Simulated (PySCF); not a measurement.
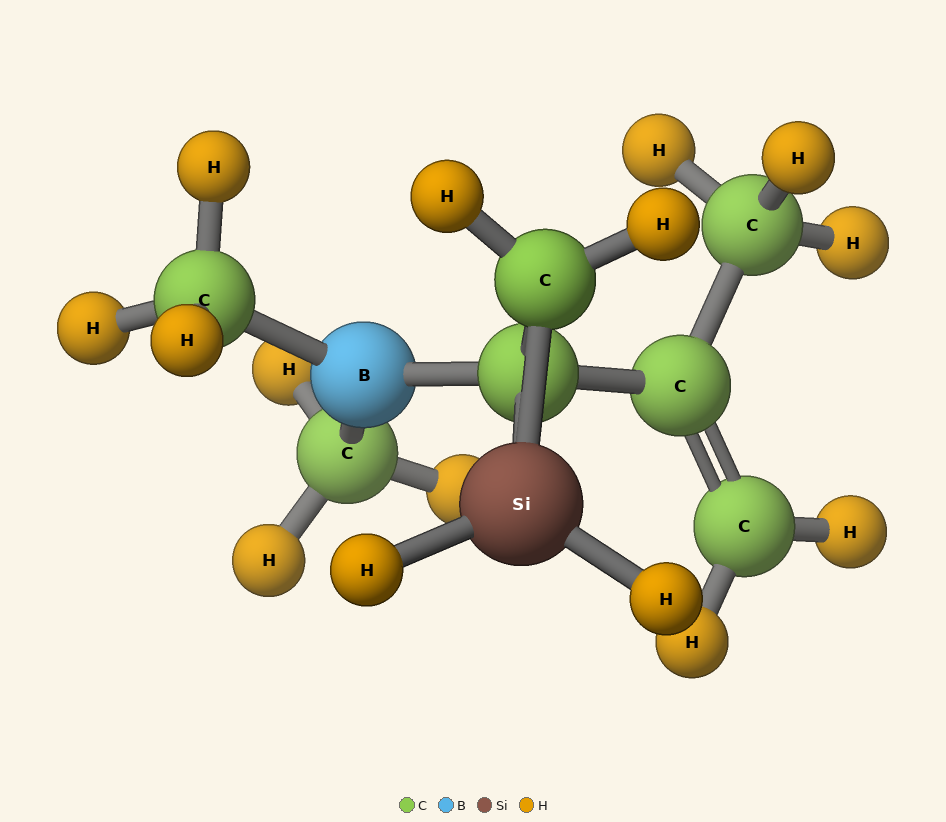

Computed geometry: GFN2-xTB optimisation. No frequency run is at hand to confirm it as a minimum. Level of theory: PBE0/pcSseg-1, gas phase (PySCF 2.14.0).

Predict the main results.

The species is C7H15BSi (`C=C(C)[C@]1(B(C)C)C[SiH2]1`).
- dipole moment: 0.85 D
- HOMO energy (Kohn–Sham orbital): −6.50 eV
- LUMO energy (Kohn–Sham orbital): −0.57 eV
- HOMO–LUMO gap: 5.93 eV

The geometry is semi-empirical. Around B, Si such bond lengths and angles can be off by a tenth of an ångström or more and by several degrees, and values that hang on the shape move with them.
